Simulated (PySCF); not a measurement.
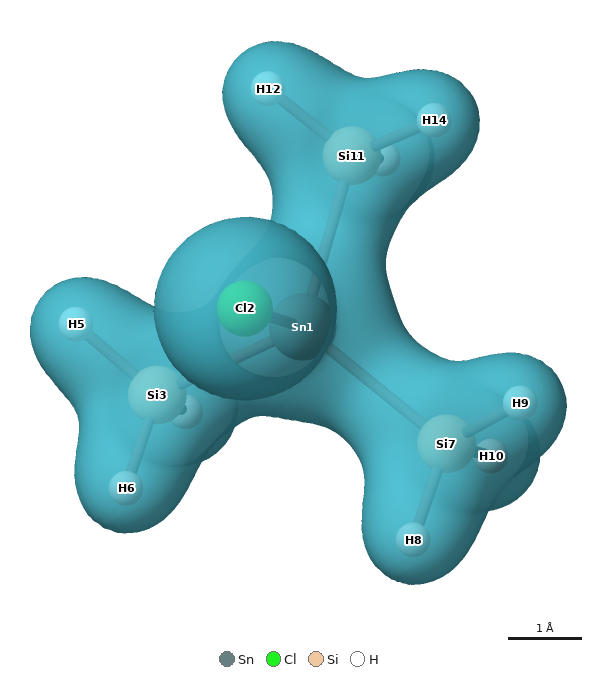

Figure. ClH9Si3Sn (SnCl(SiH3)3). Isosurface of the electron density at 0.2 e/Å³ (cyan), seen at a tilt.

Geometry: PBE0-D3(BJ)/def2-SVP; core potentials replace the inner electrons of Sn.

Method: PySCF, PBE0/def2-SVPD, SCF density, gas phase, scalar-relativistic core potentials on the heavy atoms.

```xyz
14

Sn    0.0287    0.0107    0.4776
Cl    0.1690    0.0451    2.8599
Si    2.4775   -0.0242   -0.3015
H     2.5206   -0.0152   -1.7968
H     3.1475   -1.2614    0.1990
H     3.1925    1.1796    0.2170
Si   -1.2520    2.1522   -0.1380
H    -0.4746    3.3564    0.2797
H    -2.5859    2.1516    0.5319
H    -1.4458    2.1829   -1.6214
Si   -1.2620   -2.1424   -0.0756
H    -0.5632   -3.3218    0.5157
H    -1.3179   -2.2979   -1.5627
H    -2.6538   -2.0594    0.4585
```

Question: Which contacts does the surface bridge?

Answer: At this value the surface is in one piece. It bridges the sampled Sn–Cl (2.39 Å), Si–Sn (2.57 Å) and Si–H (1.49 Å) contacts, where the density stays above the isovalue. On the grid the lowest density along these lines, outside the cores, is 0.49 e/Å³ (Sn–Cl, 2.39 Å), 0.5 e/Å³ (Si–Sn, 2.57 Å) and 0.76 e/Å³ (Si–H, 1.49 Å).
